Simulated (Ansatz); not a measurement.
# What PbS2 (model cell, started as rutile) distorts into, part 2 of 2

Wanted: the energy along a soft mode of PbS2 (model cell, started as rutile) and the structure at the end.

Ansatz 0.2.0; DFT PBEsol, scalar-relativistic, plane waves, PAW.

So far, highest frequency on the path or at a solved wavevector (cm⁻¹): step 2 (response at finite wavevector) 298. Also lowest frequency on the path (cm⁻¹): step 2 -92.0.

The structure was built from a prototype and need not be the compound's stable phase.

## Step 4: The mode frozen in, largest atomic shift 0.45 Å

The atoms are moved along the unstable eigenvector, the largest shift by 0.45 Å, with the cell fixed.

Input file input.yaml:

```yaml
crystal:
  lattice:
    - [0.0, 0.0, -3.9771181291]
    - [-6.2811235934, -6.2811235934, 0.0]
    - [-6.2811235934, 6.2811235934, 0.0]
  atoms:
    - { symbol: Pb, position: [0.0, 0.5, 0.5] }
    - { symbol: Pb, position: [0.0, 0.0, 0.0] }
    - { symbol: Pb, position: [0.5, 0.0, 0.5] }
    - { symbol: Pb, position: [0.5, 0.5, 0.0] }
    - { symbol: S, position: [0.0, 0.1948885768, 0.5506594158] }
    - { symbol: S, position: [0.0, 0.6948885768, -0.0506594158] }
    - { symbol: S, position: [0.0, 0.8051114232, 0.4493405842] }
    - { symbol: S, position: [0.0, 0.3051114232, 0.0506594158] }
    - { symbol: S, position: [0.5, 0.0449938663, 0.1948885768] }
    - { symbol: S, position: [0.5, 0.4550061337, 0.6948885768] }
    - { symbol: S, position: [0.5, -0.0449938663, 0.8051114232] }
    - { symbol: S, position: [0.5, 0.5449938663, 0.3051114232] }
kpoints:
  mp_grid: { grid: [8, 4, 4] }
hamiltonian:
  xc: pbesol
scf:
  occupations: { method: gaussian, width: 0.01 }
output:
  forces: true
  stress: true
  eigenvalues: true
```

Launch:

```
ansatz run input.yaml --threads 8 --pin off --max-ram 14336MiB --backend cpu --events-out ev --progress --plain --runs-dir out
```

Numbers of over 12 decimals in the logs are rounded to 6 here.

Log:

```text
[...]
Crystal: 12 atoms, lattice volume = 313.815 Å³
Basis set: ecut = 420 eV, 6117 PW (Γ), exchange–correlation on 54×120×120 points (8 copies of the dense FFT grid, shifted against one another)
Bands: 64, of which v1, the nominal top of the filled ones, is band 52 counted from 1 (51 counted from 0)
Symmetry: 8 space group operations
[...]
k-points: 45 of 128
[...]
k-point 0: bands = [... 48 lower, 5.1651, 5.1927, 5.3114, 5.3645, 5.3957, 6.1439, 6.7006, 6.9673, ... 6 higher]
  k-point 1: bands = [... 48 lower, 5.1978, 5.2217, 5.3106, 5.3966, 5.4340, 5.9923, 6.6613, 6.9137, ... 6 higher]
  k-point 2: bands = [... 48 lower, 5.2224, 5.2224, 5.2844, 5.2844, 5.7038, 5.7038, 6.7445, 6.7445, ... 6 higher]
  k-point 44: bands = [... 48 lower, 5.1343, 5.1343, 5.2820, 5.2820, 6.5003, 6.5003, 7.0017, 7.0017, ... 6 higher]
[key lines of the parts left out:]
SCF converged after 7 iterations
Free energy (F): -54097.465091 eV
Fermi energy:    5.697240 eV
P = ⅓ Tr σ = -0.8683 GPa (-8.683 kbar)
```

The job ended after 13 s (8 threads of Arm Neoverse N1, shared host; peak memory 1.6 GiB; 100 s of CPU time).

Numbers from this step:

```yaml
pressure: -0.8683 GPa
gap_on_the_k_mesh: 0 eV
energy_from_the_undistorted_cell: -25.63 meV/atom
```

The energy, extrapolated to zero smearing, is -25.63 meV/atom against the undistorted cell.

The run ends at a pressure of -0.87 GPa, with forces up to 0.093 eV/Å.

## Step 5: Energy along the mode, all amplitudes (two of the runs are shown above)

An imaginary frequency means negative curvature, so the energy should fall and then rise again as anharmonic terms take over.

Numbers from this step:

| Property | Result |
| --- | --- |
| depth at the lowest point sampled | 25.63 meV/atom |
| largest atomic shift at that point | 0.45 Å |

Energy from the parent against largest atomic shift:

```csv
largest atomic shift (Å),energy from the parent (meV/atom)
0.000,0
0.040,-0.554
0.080,-2.04
0.140,-5.47
0.220,-11.2
0.320,-19.1
0.450,-25.6
0.600,-22.4
```

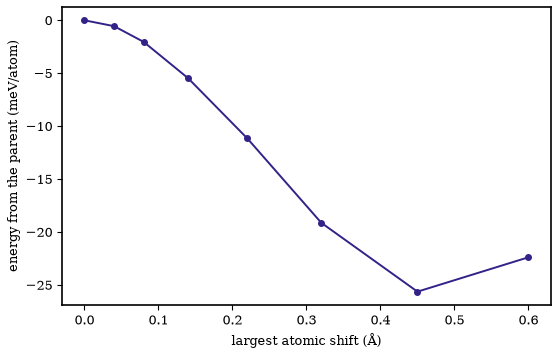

Energy from the parent against largest atomic shift.

Displacement at unit largest shift by atom:

```csv
atom,x (Å),y (Å),z (Å),size
Pb1,0.000,0.000,0.000,0.000
Pb2,0.000,0.000,0.000,0.000
Pb3,0.000,0.000,0.000,0.000
Pb4,0.000,0.000,0.000,0.000
S5,-0.707,0.707,0.000,1.000
S6,0.707,-0.707,0.000,1.000
S7,0.707,-0.707,0.000,1.000
S8,-0.707,0.707,0.000,1.000
S9,-0.628,-0.628,0.000,0.888
S10,0.628,0.628,0.000,0.888
S11,0.628,0.628,0.000,0.888
S12,-0.628,-0.628,0.000,0.888
```

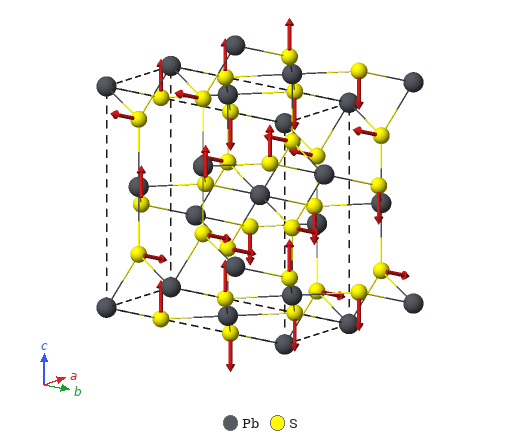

Displacement at unit largest shift as arrows, the longest 1.000 Å. 2×1×1 cells are drawn. Some periodic images of atoms are drawn too.

The lowest of the steps tried is at 0.45 Å, 25.6 meV/atom below the parent; the bottom of the well need not coincide with a step.

## Step 6: Relaxation from the frozen mode

Starting from the lowest point found, all atoms and the cell are let go, so that strain and other modes of the same symmetry can join in.

Edit input.yaml of step 4 so:

```diff
@@ -28 +28,10 @@
   eigenvalues: true
+  write_density: true
+  write_potential: true
+  elf: true
+  volumetric_format: npy
+relax:
+  adjacent_minimum: "off"
+  f_tol: 0.002
+  max_steps: 120
+  cell: { stress_tol: 0.03 }
```

Log:

```text
[...]
Crystal: 12 atoms, lattice volume = 313.815 Å³
Basis set: ecut = 420 eV, 6117 PW (Γ), exchange–correlation on 54×120×120 points (8 copies of the dense FFT grid, shifted against one another)
Bands: 64, of which v1, the nominal top of the filled ones, is band 52 counted from 1 (51 counted from 0)
Symmetry: 8 space group operations
[...]
k-points: 45 of 128
[...]
SCF iter   1: F=—  HF=-54097.490313 eV  |F-HF|=—  |Δ(HF+E_count)|=         —  Δρ=4.62e-3  dr2=1.00e-1  ethr=1.77e-3  ⟨swp⟩=8.4  Hψ=13442  notcnv=0  defer=12
[...]
SCF iter   7: F=-54097.465091 eV  HF=-54097.465091 eV  |F-HF|=1.57e-8  |Δ(HF+E_count)|=   1.88e-7  Δρ=2.67e-6  dr2=1.62e-8  ethr=9.62e-11  ⟨swp⟩=16.0  Hψ=23207  notcnv=0
SCF 1 converged in 7 iterations: F = -54097.465091 eV  dr2 = 1.62e-8
[...]
relax step   1: F+E_penalty+E_count = -54097.46509076 eV  Δ(F+E_penalty+E_count) = +0.000e0 eV  max|allowed force component| = 6.883e-2 eV/Å  Δτ_max = 0.0000 Å  P = -0.868 GPa  Ω = 313.815 Å³  (7 SCF iters, dr2 threshold 1.00e-7 eV, accepted)
Crystal: 12 atoms, lattice volume = 302.501 Å³
Basis set: ecut = 420 eV, 5929 PW (Γ), exchange–correlation on 54×120×120 points (8 copies of the dense FFT grid, shifted against one another)
[...]
SCF iter   7: F=-54097.494155 eV  HF=-54097.494155 eV  |F-HF|=1.41e-7  |Δ(HF+E_count)|=   1.12e-6  Δρ=8.53e-6  dr2=3.19e-7  ethr=1.15e-9  ⟨swp⟩=15.2  Hψ=26084  notcnv=0
SCF 2 converged in 7 iterations: F = -54097.494155 eV  dr2 = 3.19e-7
  Residual-converged pass: ⟨swp⟩=1.0  Hψ=3061  notcnv=0  max |occ|·‖R‖ = 7.1e-9 eV (tolerance 1.0e-8 eV)  dr2=3.19e-7  dr2_onsite=5.99e-9  max |Δocc| = 6.9e-13
relax step   2: F+E_penalty+E_count = -54097.49415453 eV  Δ(F+E_penalty+E_count) = -2.906e-2 eV  max|allowed force component| = 4.440e-2 eV/Å  Δτ_max = 0.1164 Å  P = +0.949 GPa  Ω = 302.501 Å³  energy of the carried Pulay correction = +7.152e-4 eV  (7 SCF iters, dr2 threshold 1.20e-6 eV, accepted)
Crystal: 12 atoms, lattice volume = 306.970 Å³
Basis set: ecut = 420 eV, 6033 PW (Γ), exchange–correlation on 54×120×120 points (8 copies of the dense FFT grid, shifted against one another)
[...]
SCF iter   5: F=-54097.511039 eV  HF=-54097.511039 eV  |F-HF|=1.39e-7  |Δ(HF+E_count)|=   3.70e-7  Δρ=8.25e-6  dr2=3.73e-7  ethr=1.15e-9  ⟨swp⟩=15.3  Hψ=27721  notcnv=0
SCF 3 converged in 5 iterations: F = -54097.511039 eV  dr2 = 3.73e-7
[...]
relax step   3: F+E_penalty+E_count = -54097.51103931 eV  Δ(F+E_penalty+E_count) = -1.688e-2 eV  max|allowed force component| = 5.329e-2 eV/Å  Δτ_max = 0.0152 Å  P = +0.097 GPa  Ω = 306.970 Å³  energy of the carried Pulay correction = +4.296e-4 eV  (5 SCF iters, dr2 threshold 1.20e-6 eV, accepted)
[...]
relax step   4: F+E_penalty+E_count = -54097.51327543 eV  Δ(F+E_penalty+E_count) = -2.236e-3 eV  max|allowed force component| = 1.557e-2 eV/Å  Δτ_max = 0.0173 Å  P = +0.010 GPa  Ω = 307.097 Å³  energy of the carried Pulay correction = +4.215e-4 eV  (7 SCF iters, dr2 threshold 1.77e-7 eV, accepted)
[...]
relax step   5: F+E_penalty+E_count = -54097.51409053 eV  Δ(F+E_penalty+E_count) = -8.151e-4 eV  max|allowed force component| = 3.889e-3 eV/Å  Δτ_max = 0.0238 Å  P = -0.016 GPa  Ω = 306.890 Å³  energy of the carried Pulay correction = +4.346e-4 eV  (7 SCF iters, dr2 threshold 1.52e-8 eV, accepted)
[...]
relax step   6: F+E_penalty+E_count = -54097.51415276 eV  Δ(F+E_penalty+E_count) = -6.223e-5 eV  max|allowed force component| = 2.664e-3 eV/Å  Δτ_max = 0.0015 Å  P = -0.001 GPa  Ω = 306.838 Å³  energy of the carried Pulay correction = +4.379e-4 eV  (5 SCF iters, dr2 threshold 7.29e-9 eV, accepted)
[...]
relax step   7: F+E_penalty+E_count = -54097.51416047 eV  Δ(F+E_penalty+E_count) = -7.715e-6 eV  max|allowed force component| = 8.982e-4 eV/Å  Δτ_max = 0.0012 Å  P = -0.001 GPa  Ω = 306.865 Å³  energy of the carried Pulay correction = +4.362e-4 eV  (6 SCF iters, dr2 threshold 4.44e-10 eV, accepted)
[...]
SCF iter   5: F=-54097.513734 eV  HF=-54097.513734 eV  |F-HF|=1.46e-11  |Δ(HF+E_count)|=  7.28e-11  Δρ=5.81e-8  dr2=7.59e-12  ethr=1.00e-12  ⟨swp⟩=8.2  Hψ=15514  notcnv=0
SCF 8 converged in 5 iterations: F = -54097.513734 eV  dr2 = 7.59e-12
relax step   8: F+E_penalty+E_count = -54097.51373424 eV  Δ(F+E_penalty+E_count) = +4.262e-4 eV  max|allowed force component| = 8.915e-4 eV/Å  Δτ_max = 0.0000 Å  P = -0.001 GPa  Ω = 306.865 Å³  stress off target by 3.88e-3 GPa  SCF on the basis re-selected at this cell (its energy is not comparable with the rows above)  (5 SCF iters)
basis re-selected at this cell: Δ(F+E_penalty+E_count) = +4.262e-4 eV, ΔP = -0.000 GPa vs the last step (what re-selecting the basis moved, of the pressure what is left beyond the Pulay correction that the steps carried, after the strain that the cell walked since its last selection, with what the two solves' SCF thresholds leave and, on support functions, any second-order correction that the steps lacked; it is no m [...]
SCF converged after 5 iterations
Free energy (F): -54097.513734 eV
[...]
Internal energy: -54097.513319 eV  (E = F + TS)
E sigma→0 (E₀):  -54097.513526 eV
Entropy (-TS):   -0.000416 eV (-0.035 meV/atom)
Fermi energy:    6.044988 eV
[...]
--- Forces (eV/Å), atoms counted from 1 ---
  atom   1  Pb     0.00000000     0.00000000     0.00000000
  atom   2  Pb     0.00000000     0.00000000     0.00000000
  atom   3  Pb    -0.00000000     0.00000000     0.00000000
  atom   4  Pb     0.00000000    -0.00000000     0.00000000
  atom   5  S     -0.00075210    -0.00089150    -0.00000000
  atom   6  S     -0.00089150    -0.00075210    -0.00000000
  atom   7  S      0.00075210     0.00089150     0.00000000
  atom   8  S      0.00089150     0.00075210     0.00000000
  atom   9  S      0.00010294    -0.00000380    -0.00000000
  atom  10  S      0.00000380    -0.00010294     0.00000000
  atom  11  S     -0.00010294     0.00000380     0.00000000
  atom  12  S     -0.00000380     0.00010294     0.00000000
  max |Σ_I F_I| component: 4.34e-19 eV/Å
--- Stress (GPa, compression-positive) ---
       -0.002305       0.001579      -0.000000
        0.001579      -0.002305       0.000000
       -0.000000       0.000000       0.002148
  P = ⅓ Tr σ = -0.0008 GPa (-0.008 kbar)
--- Band table (eV; the first three rows and the last of 45) ---
  k-point 0: bands = [... 48 lower, 5.5224, 5.5313, 5.5347, 5.6117, 5.6407, 6.3637, 7.1593, 7.2708, ... 8 higher]
  k-point 1: bands = [... 48 lower, 5.4878, 5.5895, 5.6500, 5.6636, 5.7680, 6.2789, 7.0887, 7.2408, ... 8 higher]
  k-point 2: bands = [... 48 lower, 5.5777, 5.5777, 5.6483, 5.6483, 6.0470, 6.0470, 7.1232, 7.1232, ... 8 higher]
  k-point 44: bands = [... 48 lower, 5.3873, 5.3873, 5.6672, 5.6672, 6.7199, 6.7199, 7.4597, 7.4597, ... 8 higher]
--- Relaxed structure (7 steps of the walk, 7 accepted, 1 SCFs on fresh bases) ---
  F+E_penalty+E_count = -54097.51373424 eV   max|allowed force component| = 8.915e-4 eV/Å   (the final SCF, on the basis selected at the relaxed cell)
  cell:  # Å, volume = 306.8652 Å³
    - [0, 0, -3.984617]
    - [-6.231386, -6.231386, 0]
    - [-6.179402, 6.179402, 0]
  atoms:
    - { symbol: Pb, position: [0, 0.500000, 0.500000] }
    - { symbol: Pb, position: [0, 0, 0] }
    - { symbol: Pb, position: [0.500000, 0, 0.500000] }
    - { symbol: Pb, position: [0.500000, 0.5, 0] }
    - { symbol: S, position: [0, 0.194840, 0.550781] }
    - { symbol: S, position: [0, 0.694840, -0.050781] }
    - { symbol: S, position: [0, 0.805160, 0.449219] }
    - { symbol: S, position: [0, 0.305160, 0.050781] }
    - { symbol: S, position: [0.500000, 0.061087, 0.194894] }
    - { symbol: S, position: [0.500000, 0.438913, 0.694894] }
    - { symbol: S, position: [0.500000, -0.061087, 0.805106] }
    - { symbol: S, position: [0.500000, 0.561087, 0.305106] }
```

Elapsed: 2.2 min, on 8 threads; peak memory 1.6 GiB.

Relaxation path:

```csv
step,energy less that of the first step (eV),largest force component (eV/Å),pressure (GPa),volume (Å³)
1,0.0000,0.0688,-0.87,313.81
2,-0.0291,0.0444,0.95,302.50
3,-0.0459,0.0533,0.10,306.97
4,-0.0482,0.0156,0.01,307.10
5,-0.0490,0.0039,-0.02,306.89
6,-0.0491,0.0027,0.00,306.84
7,-0.0491,0.0009,0.00,306.87
8*,-0.0486,0.0009,0.00,306.87
```

Relaxation steps marked * repeat the geometry before them on a plane-wave basis chosen anew for their cell, so energy and pressure can jump there.

The run keeps the 8 symmetry operations that it works with, so distortions that break them were not tested.

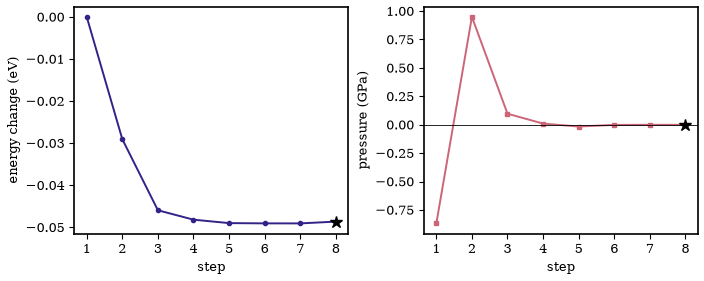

Energy and pressure along the relaxation. Stars mark steps on a basis chosen anew.

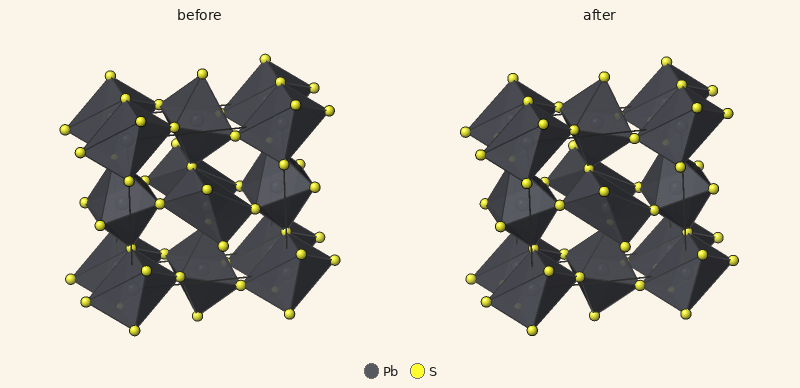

The structure before and after the relaxation, drawn at the same scale.

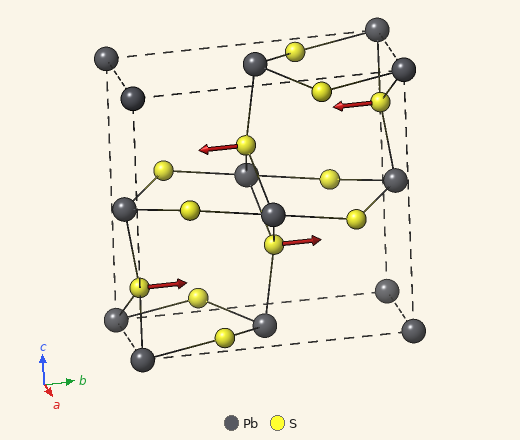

Displacements in the relaxation, exaggerated, measured against the changing cell; the longest in the cell stands for 0.14 Å. Bonds to atoms that aren't drawn are left out. Some periodic images of atoms are drawn too.

```csv
cell as run,before,after,change
a (Å),3.977,3.985,+0.2 %
b (Å),8.883,8.813,-0.8 %
c (Å),8.883,8.739,-1.6 %
volume (Å³/atom),26.15,25.57,-2.2 %
```

The atoms that moved most (Å, as changes of fractional coordinates times the final cell):

```csv
atom,dx,dy,dz,length
S12,-0.100,-0.100,0.000,0.142
S11,0.100,0.100,0.000,0.142
S10,0.100,0.100,0.000,0.142
S9,-0.100,-0.100,0.000,0.142
```

Final coordinates:

```
Pb S
1.0
     0.00000    0.00000   -3.98462
    -6.23139   -6.23139    0.00000
    -6.17940    6.17940    0.00000
Pb S
4 8
Direct
  0.00000 0.50000 0.50000
  0.00000 0.00000 0.00000
  0.50000 0.00000 0.50000
  0.50000 0.50000 0.00000
  0.00000 0.19484 0.55078
  0.00000 0.69484 0.94922
  0.00000 0.80516 0.44922
  0.00000 0.30516 0.05078
  0.50000 0.06109 0.19489
  0.50000 0.43891 0.69489
  0.50000 0.93891 0.80511
  0.50000 0.56109 0.30511
```

Numbers from this step:

| Item | Value |
| --- | --- |
| pressure | -8.21e-4 GPa |
| volume per atom | 25.57 Å³ |

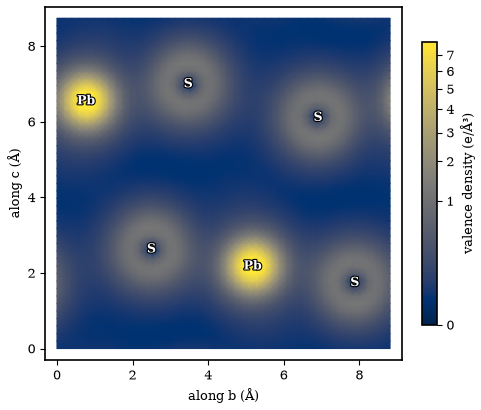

Valence density in the bc plane at fractional x = 0.000, with atoms of Pb and S within 0.2 Å of it. It is the smooth field of the valence electrons, not physical close to the nuclei. The map starts off the cell's origin, so that atoms lie inside it. The colour scale is stretched toward low values.

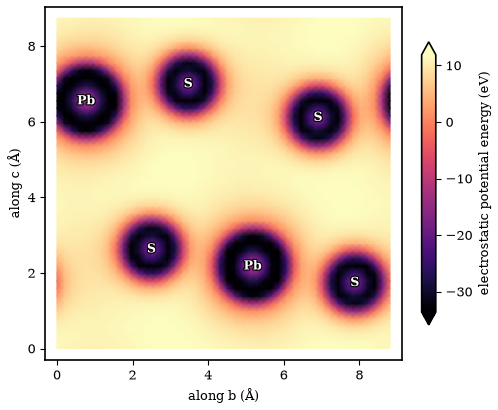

Electrostatic potential energy in the bc plane at fractional x = 0.000, with atoms of Pb and S within 0.2 Å of it. With pseudopotentials it is smooth inside the atoms' cores, unlike the true potential. The map starts off the cell's origin, so that atoms lie inside it.

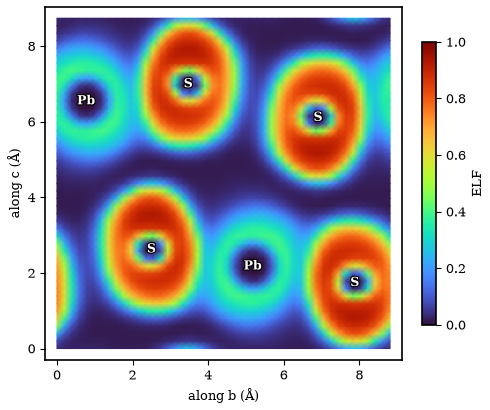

ELF in the bc plane at fractional x = 0.000, with atoms of Pb and S within 0.2 Å of it. It is the smooth field of the valence electrons, not physical close to the nuclei. The map starts off the cell's origin, so that atoms lie inside it.

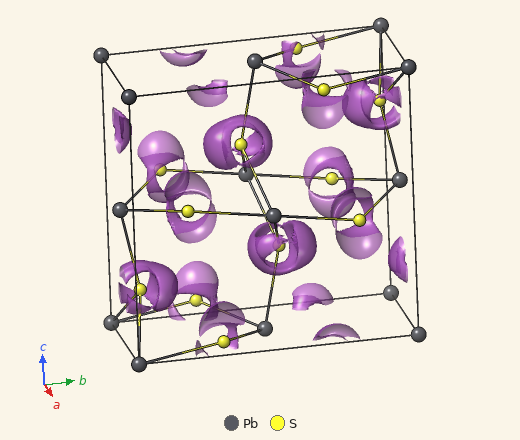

Surface of ELF = 0.85. Bonds to atoms that aren't drawn are left out.

The distorted start has space group Pbam; the relaxation ends in Pbam.

## Step 7: The phases reached

The phases reached along the modes that were followed are set side by side.

Energies are those of the first relaxation, on the mesh of the frozen mode; space group, volume and gap are those of the last relaxation. Phases, by row:

```csv
mode frozen in,space group,energy from parent (meV/atom),volume (Å³/atom),gap on mesh (eV),lowest zone-centre optical mode (cm⁻¹),largest shift (Å)
parent,P4_2/mnm,0,26.15,0.17,–,–
"q = (-0.5, -0.5, 0), 91i cm⁻¹",Pmma,-23.23,25.9,0,–,0.507
"q = (-0.5, -0.5, 0), 91i cm⁻¹",P4_2/m,-35.02,26.4,0.082,–,0.681
"q = (-0.5, -0.5, 0), 91i cm⁻¹",P4_2/m,-35.02,26.4,0.081,–,0.681
"q = (-0.5, -0.5, 0), 89i cm⁻¹",Pbam,-29.67,25.57,0,–,0.538
```

## Step 8: Results

```
unstable mode of the parent                                                      : q = (-0.5, -0.5, 0), 89i cm⁻¹
depth at the lowest point sampled                                                : 25.6 meV/atom
largest atomic shift at that point                                               : 0.45 Å
space group reached (within 0.01 Å)                                              : Pbam
energy gained over the parent (first relaxation, on the mesh of the frozen mode) : 29.7 meV/atom
volume per atom, phase reached                                                   : 25.6 Å³
```

What this shows: Along this mode the structure falls into Pbam, 29.7 meV/atom below the parent. At the parent's cell the well is 25.63 meV/atom deep on the steps tried, with its lowest point at a shift of 0.45 Å. Relaxing atoms and cell changes the gain by +4.05 meV/atom against the lowest step (energies at zero smearing). The modes of the phase reached were not computed on this path. Of the 4 patterns followed to their end from this parent, this one ends 5.35 meV/atom above the lowest, P4_2/m. Each path keeps the symmetry of its pattern, so a lower phase may lie along a pattern not tried. Where the field response was not run the interpolation lacks the dipole term, so the LO-TO splitting is missing from branches, density of states and sums. Spin-orbit coupling is left out, which can matter for the heavy elements here. The starting cell was built on a prototype and not taken from a measurement, so the phase need not exist.

[Logs are printed without paths, hosts, clocks, repeated set-up lines and the standing remarks that a program may print on its own settings, such as how far it seeks lower states.]

[Hosts, paths, dates, database ids (printed as entryN), source tags and the programs' standing remarks are cut or masked in the printed files.]
